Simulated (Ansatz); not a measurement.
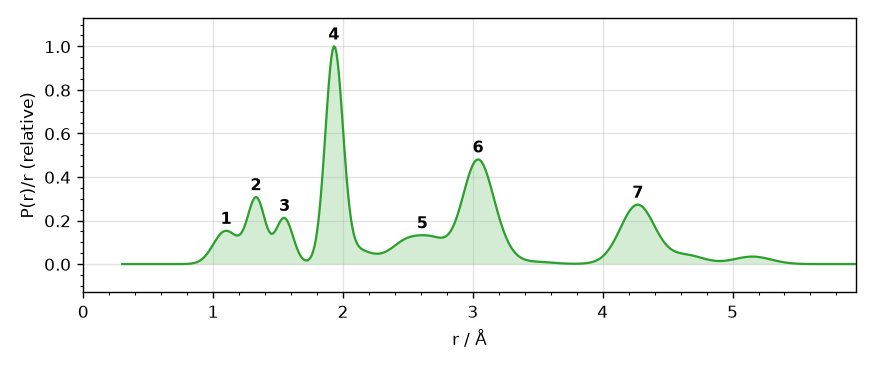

Simulated gas electron diffraction: radial distribution curve of C₂H₄BBr. Each pair of atoms contributes with weight ZᵢZⱼ/r; damping constant 0.001 Å²; vibrational amplitudes assumed, not computed: 0.05 Å for bonds, 0.078 Å for bonds to H, 0.06 + 0.015 r up to 0.15 Å for other pairs. The geometry is the end point of an optimisation (RHF/def2-SVP in Ansatz); it may be a saddle point or a higher isomer. SMILES: C=CBBr.

Q: Read the positions of the numbered peaks and name the main pairs (– for bonds).

A: Peak 1, 1.10 Å: C–H 1.08–1.09 Å (×3)
Peak 2, 1.33 Å: B–H 1.19 Å, C–C 1.33 Å, not resolved
Peak 3, 1.55 Å: C–B 1.55 Å
Peak 4, 1.93 Å: Br–B 1.93 Å, C···H 2.09–2.12 Å (×3), not resolved
Peak 5, 2.61 Å: C···B 2.50 Å, Br···H 2.69 Å, not resolved
Peak 6, 3.04 Å: Br···C 3.03 Å, Br···H 3.18 Å, not resolved
Peak 7, 4.27 Å: Br···C 4.27 Å; in its flanks Br···H 4.64 Å
